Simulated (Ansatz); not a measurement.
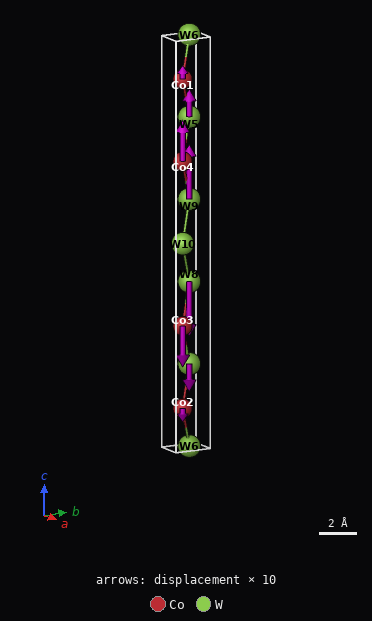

This is a relaxation of crystalline Co$_{2}$W$_{3}$ (a generated structure, set up in P-6m2) (coarse preliminary run). The starting structure is drawn; purple arrows show the displacements (the part carried along by the change of the cell is left out), magnified 10 times.

Style: ball-and-stick. Shown: the cell of the calculation, slightly off an axis.

Method: DFT PBE, scalar-relativistic, plane waves, PAW (Ansatz 0.2.0).

Input
```yaml
crystal:
  lattice:
    - [2.73189494, 0.0, 0.0]
    - [-1.36594747, 2.36589042, 0.0]
    - [0.0, 0.0, 22.56103749]
  atoms:
    - { symbol: Co, position: [0.66666667, 0.33333333, 0.9], spin: 3.0 }
    - { symbol: Co, position: [0.66666667, 0.33333333, 0.1], spin: 3.0 }
    - { symbol: Co, position: [0.66666667, 0.33333333, 0.3], spin: 3.0 }
    - { symbol: Co, position: [0.66666667, 0.33333333, 0.7], spin: 3.0 }
    - { symbol: W, position: [0.33333333, 0.66666667, 0.8] }
    - { symbol: W, position: [0.33333333, 0.66666667, 0.0] }
    - { symbol: W, position: [0.33333333, 0.66666667, 0.2] }
    - { symbol: W, position: [0.33333333, 0.66666667, 0.4] }
    - { symbol: W, position: [0.33333333, 0.66666667, 0.6] }
    - { symbol: W, position: [0.66666667, 0.33333333, 0.5] }
basis:
  ecutwfc: 420
kpoints:
  mp_grid: { grid: [6, 6, 1] }
hamiltonian:
  xc: pbe
scf:
  occupations: { method: gaussian, width: 0.1 }
  lower_state_search: "off"
output:
  forces: true
  stress: true
  eigenvalues: true
  populations: true
magnetization:
  spin_polarized: true
relax:
  adjacent_minimum: "off"
  f_tol: 0.04
  max_steps: 70
  cell: { stress_tol: 0.4 }
```

Run as
```bash
ansatz run input.yaml --threads 4 --pin off --max-ram 8192MiB --backend cpu --events-out ev --progress --plain --runs-dir out
```

### Describe the change and its energy.

The energy falls by 121 meV per atom in 4 accepted moves (5 points after the start). The largest force component goes from 3.4 to 0.012 eV/Å. Pressure: −2.30 GPa at the start and 0.03 GPa at the end. At 1 point the geometry stayed and the basis and grid were re-selected for the new cell (energy shift of 0.2 meV per atom at most each time). The largest moves relative to the cell, 0.30 Å, are those of W8 and W9. W8 goes along −c. By element the largest moves are W 0.30 Å, Co 0.23 Å. The drawn cell changes as follows: a = b 2.732 → 2.739 Å (+0.2 %), c 22.561 → 21.779 Å (−3.5 %); the volume changes by −3.0 %. Among the contacts that change: W8–W10 2.753 → 2.943 Å, Co1–W5 2.753 → 2.628 Å, W10–W10 2.732 → 2.739 Å, Co1–Co1 2.732 → 2.739 Å. The space group stays P-6m2 (No. 187). The program noted that the starting moments weren't kept. The run took 100 s on 4 threads of Intel(R) Xeon(R) Processor @ 2.50GHz (Skylake/Cascade Lake), with other jobs on the host, peak memory 0.74 GiB.

Limits of the set-up: the k-point mesh is coarse for a cell with partly filled bands.
